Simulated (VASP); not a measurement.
```yaml
crystal:
  lattice:
    - [4.75903, 0.00000, 0.00000]
    - [-2.37951, 4.12144, 0.00000]
    - [0.00000, 0.00000, 6.56484]
  atoms:
    - { symbol: Si, position: [0.15942, 0.31883, 0.50000] }
    - { symbol: Si, position: [0.84058, 0.15942, 0.83333] }
    - { symbol: Si, position: [0.68117, 0.84058, 0.16667] }
    - { symbol: Si, position: [0.84058, 0.68117, 0.50000] }
    - { symbol: Si, position: [0.15942, 0.84058, 0.83333] }
    - { symbol: Si, position: [0.31883, 0.15942, 0.16667] }
    - { symbol: Ta, position: [0.50000, 0.00000, 0.50000] }
    - { symbol: Ta, position: [0.50000, 0.50000, 0.83333] }
    - { symbol: Ta, position: [0.00000, 0.50000, 0.16667] }
```

These are PBEsol GGA, VASP's PBE PAW potentials (set 64) (plane waves; VASP) values and carry that method's errors. Settings: 400 eV cut-off, 8×8×5 Γ-centred mesh, tetrahedra with Blöchl corrections, potentials Si Ta_pv.

Unless said otherwise, spin-orbit coupling is left out, though it shifts the bands of the heavy elements here.

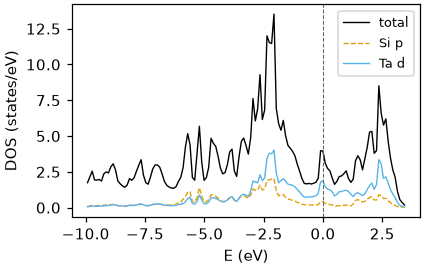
Figure: Total and projected density of states, zero at the Fermi level

Within 2 eV below the Fermi level the largest weight inside VASP's projection spheres is Ta d, then Si p.

It has no gap at this level: it comes out as a metal or semimetal.

The structure comes from a measured TaSi2 entry (P6_222) of the Crystallography Open Database, whose conditions weren't checked. It was relaxed first. The electron count is odd and the run is not spin-polarised, which forces a metal.
